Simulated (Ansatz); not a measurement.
Take CdO in the rock salt structure (space group Fm-3m, No. 225; a = 4.768 Å) as the base.

Structures relaxed with PBE (Ansatz, a program for electronic structure), scalar-relativistic without spin-orbit coupling, earlier PAW set.

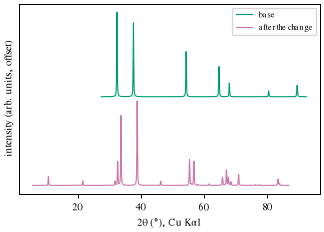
*Simulated powder patterns before (top) and after one change*

Q: What was done to the base?
(A) x(Fe) = 0.75, 8 atoms, I4/mmm
(B) x(Fe) = 0.25, 8 atoms, Cmmm
(C) x(Fe) = 0.333, 6 atoms, P-3m1

A: C, x(Fe) = 0.333, 6 atoms, P-3m1. Its volume per atom is 12.41 Å³ against 13.55 Å³, and its space group is P-3m1 (No. 164).

Each cell is one ordered arrangement of few atoms, which overstates ordering effects compared with a random alloy. No phonon test of stability was made. No Hubbard U is applied and the magnetic state is the run's own (Cd2FeO3 ferromagnetic; CdFe3O4 ferromagnetic; Cd3FeO4 ferromagnetic); other magnetic orders, which need larger cells, were not tried and can change the gap. Spin-polarised in the final run: Cd2FeO3, CdFe3O4 and Cd3FeO4; the other runs are not.
